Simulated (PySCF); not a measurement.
# AlBNH4F (SMILES [NH2][AlH][BH]F): levels of theory compared

We compute a comparison of 4 runs (HF/STO-3G, SVWN5/STO-3G, MP2/3-21G, MP2/6-31G**) of AlBNH4F. Input form: a Python script.

The results are computed with PySCF 2.14.0.

1 further run of the same task is left out (it didn't finish).

## Step 1: The molecule

AlBNH4F: 8 atoms, total charge 0, spin state singlet. SMILES: `[NH2][AlH][BH]F`. The coordinates come from a PBE0-D4/def2-TZVP relaxation. This is one conformer, not always the lowest.

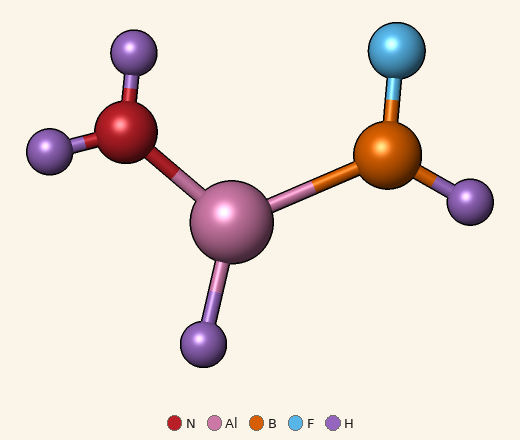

Viewed from a chosen angle; nitrogen red, aluminium pink, boron orange, fluorine blue, hydrogen purple.

## Step 2: Energy and gradient at HF/STO-3G (run 1)

Contents of job.py:

```python
import pyscf.grad
from pyscf import gto, scf

mol = gto.Mole()
mol.atom = '''
N     -1.955678     2.339481     0.336560
Al     0.677278     0.467140     1.203756
B      1.557134    -2.718560    -1.220574
F      0.041763    -3.199306    -3.166236
H     -2.580421     3.874128     1.274431
H     -3.050963     2.009724    -1.186181
H      2.172051     1.284069     3.677785
H      3.313068    -4.164578    -1.024987
'''
mol.basis = 'sto-3g'
mol.verbose = 3
mol.unit = 'bohr'
mol.charge = 0
mol.max_memory = 1860
mol.build()

mf = scf.RHF(mol)
mf.conv_tol = 1e-10
mf.kernel()
if not mf.converged:
    mf = mf.newton().run(mf.mo_coeff, mf.mo_occ)

etot = mf.e_tot
print('E = %.10f Eh' % etot)
grad = mf.Gradients().kernel()
mf.analyze()
```

Launch:

```console
$ OMP_NUM_THREADS=1 python job.py
```

The program printed:

```text
converged SCF energy = -417.542858274094
E = -417.5428582741 Eh
--------------- RHF gradients ---------------
         x                y                z
0 N    -0.0375250053     0.0264354856    -0.0125835353
1 Al    -0.0087806764     0.0017051681    -0.0070588718
2 B     0.0131491347    -0.0152583939    -0.0030836034
3 F    -0.0174881350    -0.0029850350    -0.0199170828
4 H     0.0045546054    -0.0079867991    -0.0035442941
5 H     0.0067806071    -0.0003686001     0.0069225766
6 H     0.0241532593     0.0128984455     0.0395502038
7 H     0.0151562103    -0.0144402713    -0.0002853931
----------------------------------------------
**** MO energy ****
MO #1   energy= -57.7810623387468  occ= 2
MO #2   energy= -25.937220538803   occ= 2
MO #3   energy= -15.1844709155757  occ= 2
MO #4   energy= -7.37955467110622  occ= 2
MO #5   energy= -4.70780252041669  occ= 2
MO #6   energy= -2.93655023198743  occ= 2
MO #7   energy= -2.93512230830222  occ= 2
MO #8   energy= -2.93464046758128  occ= 2
MO #9   energy= -1.48859310806981  occ= 2
MO #10  energy= -0.999646540569895 occ= 2
MO #11  energy= -0.630743755764257 occ= 2
MO #12  energy= -0.550201556624654 occ= 2
MO #13  energy= -0.536583717914682 occ= 2
MO #14  energy= -0.504480303325969 occ= 2
MO #15  energy= -0.487269516820697 occ= 2
MO #16  energy= -0.454840775779611 occ= 2
MO #17  energy= -0.366091318912203 occ= 2
MO #18  energy= -0.282802978866138 occ= 2
MO #19  energy= -0.267472941724117 occ= 2
MO #20  energy= 0.266132610698389  occ= 0
MO #21  energy= 0.408704924571077  occ= 0
MO #22  energy= 0.431562823487291  occ= 0
MO #23  energy= 0.595154192670229  occ= 0
MO #24  energy= 0.638194762419731  occ= 0
MO #25  energy= 0.752438798192327  occ= 0
MO #26  energy= 0.774430838424713  occ= 0
MO #27  energy= 0.831741251838186  occ= 0
MO #28  energy= 0.881996149485877  occ= 0
 ** Mulliken atomic charges  **
charge of    0N =     -0.46483
charge of    1Al =      0.71042
charge of    2B =      0.00601
charge of    3F =     -0.08516
charge of    4H =      0.08440
charge of    5H =      0.08381
charge of    6H =     -0.24082
charge of    7H =     -0.09384
Dipole moment(X, Y, Z, Debye): -0.13841,  0.36463,  0.23253
```

It took 3.3 s on 1 thread of Intel Xeon at 2.50GHz (Skylake/Cascade Lake), shared host; peak memory 0.12 GiB.

## Step 3: Energy and gradient at SVWN5/STO-3G (run 2)

Contents of geometry.xyz:

```xyz
8

N     -1.034900     1.238000     0.178100
Al     0.358400     0.247200     0.637000
B      0.824000    -1.438600    -0.645900
F      0.022100    -1.693000    -1.675500
H     -1.365500     2.050100     0.674400
H     -1.614500     1.063500    -0.627700
H      1.149400     0.679500     1.946200
H      1.753200    -2.203800    -0.542400
```

Contents of job.py:

```python
import pyscf.grad
from pyscf import gto, dft

molecule = gto.M(
    atom='geometry.xyz',
    charge=0,
    basis='sto-3g',
    verbose=4,
    max_memory=1860,
    spin=0,
)

mf = dft.RKS(molecule)
mf.xc = 'svwn'
mf.grids.level = 5
mf.conv_tol = 1e-10
mf.kernel()
if not mf.converged:
    mf = mf.newton().run(mf.mo_coeff, mf.mo_occ)

e_tot = mf.e_tot
print('E = %.10f Eh' % e_tot)
grad = mf.Gradients().kernel()
dip = mf.dip_moment()
pop, q = mf.mulliken_pop()
```

Launch:

```console
$ OMP_NUM_THREADS=1 python job.py
```

The program printed:

```text
PySCF version 2.14.0

[... 80 lines left out ...]
converged SCF energy = -416.414456233757
[... 13 lines left out ...]
Dipole moment(X, Y, Z, Debye): -1.28541,  0.71201, -0.59006
[... 37 lines left out ...]
charge of    7H =     -0.05895
```

Run time: 10 s. Hardware: 1 thread of Intel Xeon at 2.50GHz (Skylake/Cascade Lake), shared host; peak memory 0.23 GiB.

Run 3 isn't shown in full; the table further down has it.

## Step 4: Energy and gradient at MP2/6-31G(d,p) (spherical functions) (run 4)

Contents of run.py:

```python
# [NH2][AlH][BH]F
import pyscf.grad
from pyscf import gto, mp

mol = gto.Mole()
mol.atom = '''
N     -1.955678     2.339481     0.336560
Al     0.677278     0.467140     1.203756
B      1.557134    -2.718560    -1.220574
F      0.041763    -3.199306    -3.166236
H     -2.580421     3.874128     1.274431
H     -3.050963     2.009724    -1.186181
H      2.172051     1.284069     3.677785
H      3.313068    -4.164578    -1.024987
'''
mol.unit = 'bohr'
mol.spin = 0
mol.max_memory = 1860
mol.verbose = 4
mol.basis = '6-31g**'
mol.build()

hf = mol.RHF()
hf.conv_tol = 1e-10
hf.kernel()
if not hf.converged:
    hf = hf.newton().run(hf.mo_coeff, hf.mo_occ)

pt = mp.MP2(hf, frozen=8).run()
etot = pt.e_tot
print(f'total energy: {etot:.8f} hartree')
grad = pt.Gradients().kernel()
hf.analyze()
```

Launch:

```console
$ OMP_NUM_THREADS=1 python run.py
```

The program printed:

```text
PySCF version 2.14.0

[... 93 lines left out ...]
MO #3   energy= -15.5265130066313  occ= 2
[... 10 lines left out ...]
MO #14  energy= -0.632040029349503 occ= 2
[... 10 lines left out ...]
MO #25  energy= 0.266972814229502  occ= 0
[... 10 lines left out ...]
MO #36  energy= 0.72938778361643   occ= 0
[... 10 lines left out ...]
MO #47  energy= 1.2549759912132    occ= 0
[... 10 lines left out ...]
MO #58  energy= 2.05528560812959   occ= 0
[... 10 lines left out ...]
MO #69  energy= 2.61467423281197   occ= 0
[... 10 lines left out ...]
MO #80  energy= 3.82096129099043   occ= 0
[... 91 lines left out ...]
Dipole moment(X, Y, Z, Debye): -0.45682,  0.70611,  0.20300
```

Wall time 24 s (1 thread of Intel Xeon at 2.50GHz (Skylake/Cascade Lake), shared host); peak memory 0.43 GiB.

## Step 5: All runs side by side

```
run                              level  integration grid  frozen core orbitals  energy (Eh)  dipole moment (D) of the reference  HOMO energy (eV)  LUMO energy (eV)  wall time
  1                          HF/STO-3G                 –                     –  -417.542858                                0.45             -7.28              7.24      3.3 s
  2                       SVWN5/STO-3G                 5                     –  -416.414456                                1.58             -2.04              1.48       10 s
  3                          MP2/3-21G                 –                     8  -420.883347                                1.10            -10.05              1.31      3.6 s
  4  MP2/6-31G** (spherical functions)                 –                     8  -423.343475                                0.87            -10.08              1.28       24 s
```

## Step 6: Outcome

| quantity | value |
| --- | --- |
| run 4: total energy | -423.34348 Eh |
| run 4: dipole moment (Hartree–Fock density) | 0.87 D |
| run 4: HOMO energy (Hartree–Fock orbitals) | -10.08 eV |
| run 4: LUMO energy (Hartree–Fock orbitals) | 1.28 eV |
| run 4: HOMO–LUMO gap (Hartree–Fock orbitals) | 11.35 eV |
| run 4: correlation energy (8 core orbitals frozen) | -480.2 mEh |
| run 4: largest force on an atom | 0.851 eV/Å |

What this shows: In runs 1, 2 the basis is minimal, so the values are rough. All runs together took 41 s, the longest 24 s.
